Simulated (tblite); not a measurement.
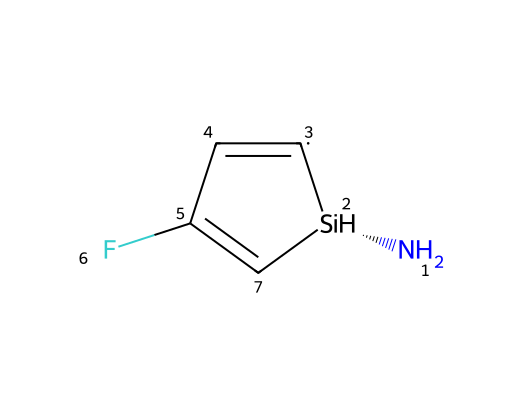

Skeletal drawing with numbered atoms; wedges and dashes mark any stereocentres. The configuration is that of a computed structure (GFN2-xTB).

**What are the Cahn–Ingold–Prelog descriptors?**

Si2: S.
